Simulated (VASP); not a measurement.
Band structure of HfIr (space group P4/mmm). All values below come from PBEsol GGA, VASP's PBE PAW potentials (set 64) (plane waves; VASP 6.6.1).

Unless said otherwise, spin-orbit coupling is left out, though it shifts the bands of the heavy elements here.

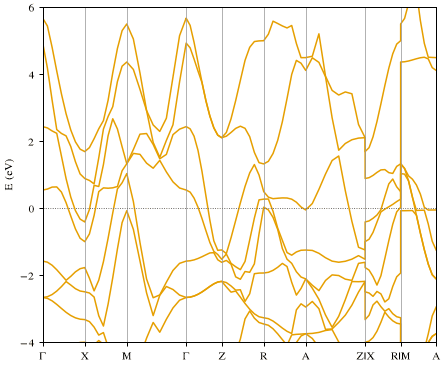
Figure. Bands along high-symmetry lines, zero at the valence-band maximum or, without a gap, the Fermi level

Question: Read the plot: is there a gap, and where are the band edges?

Answer: It has no gap at this level: it comes out as a metal or semimetal. (Edges off the drawn lines would not show.)

The structure comes from a computed database's HfIr entry (P4/mmm); how it stands against other phases isn't given here. It was relaxed first. The electron count is odd and the run is not spin-polarised, which forces a metal.
